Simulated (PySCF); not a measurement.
SMILES O(Cc1ccccc1)C at its GFN2-xTB optimised geometry (Å):

```
19

C     -1.1447    -2.3821     2.2895
O     -0.9248    -2.7870     0.9622
C     -1.4202    -1.8699     0.0105
C     -0.6764    -0.5556     0.0000
C     -1.3537     0.6555     0.0010
C     -0.6526     1.8493    -0.0074
C      0.7315     1.8421    -0.0062
C      1.4137     0.6365     0.0000
C      0.7133    -0.5556     0.0000
H     -0.6348    -1.4378     2.5139
H     -0.7443    -3.1703     2.9238
H     -2.2165    -2.2595     2.4922
H     -1.2977    -2.3722    -0.9550
H     -2.4939    -1.6915     0.1788
H     -2.4348     0.6650     0.0062
H     -1.1890     2.7870    -0.0088
H      1.2776     2.7739    -0.0080
H      2.4939     0.6264     0.0026
H      1.2356    -1.5011     0.0094
```

Computed with PBE0/def2-SVP run with PySCF. Cells within 0.4 Å of a nucleus heavier than hydrogen are left out (blank, or x).

Map of the electrostatic potential (hartree/e), clipped to [-0.08, 0.12] on the plane z = 1.2 Å:

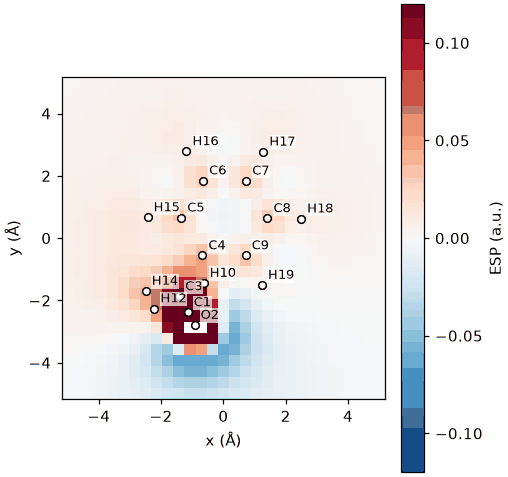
Figure. Electrostatic potential (hartree/e), clipped to [-0.08, 0.12] on the plane z = 1.2 Å.
